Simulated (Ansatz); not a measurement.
Ru (hcp, Mg type)

```yaml
crystal:
  lattice:
    - [2.70581, 0.00000, 0.00000]
    - [-1.35291, 2.34330, 0.00000]
    - [0.00000, 0.00000, 4.26228]
  atoms:
    - { symbol: Ru, position: [0.33333, 0.66667, 0.75000] }
    - { symbol: Ru, position: [0.66667, 0.33333, 0.25000] }
```

In this cell atom 1 (Ru, nearest neighbour Ru at 2.642 Å; its periodic images, 2.7 Å or more away, move with it) is moved by s along Cartesian z, unit vector (0.000, 0.000, 1.000); all other atoms and the cell stay fixed.

All values below come from r2SCAN (plane waves to 500 eV, PAW, scalar-relativistic; Ansatz, a first-principles code). k mesh 16×16×9 (Γ-centred), Fermi-Dirac smearing 0.05 eV. Energies are smeared free energies. With partly filled bands, energies and forces of such displacements shift with the k mesh and the smearing. Ru is run without spin polarisation. Ru was relaxed with its symmetry unable to fall. The PAW data are Ansatz's earlier set. The zero of ΔE is the undisplaced structure.

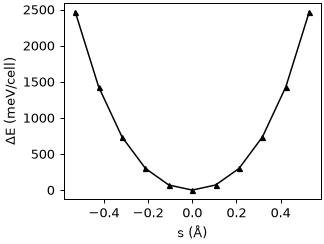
Fig. 1. ΔE (meV/cell) against s (Å); computed points joined by lines.

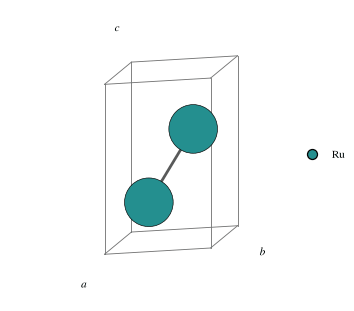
*The cell of the calculation at s = -0.530 Å.*

The zone-centre optical wavenumber from k comes out as 256 cm⁻¹. The force constant k = d²E/ds² at s = 0 (finite differences) comes out as 12.2 eV/Å² and the energy at s = 0.530 Å is 2469 meV/cell. Shape of the curve: a single well with its minimum at or next to zero displacement. Symmetry of the curve: even: the same for both signs.

Reduced mass μ = 50.53 u; ν̃ = 521.5·√(k/μ) with k = 12.20 eV/Å².

(A displaced cell: forces are minus the slopes of the energy, force constants its curvatures, and phonons follow from these.)
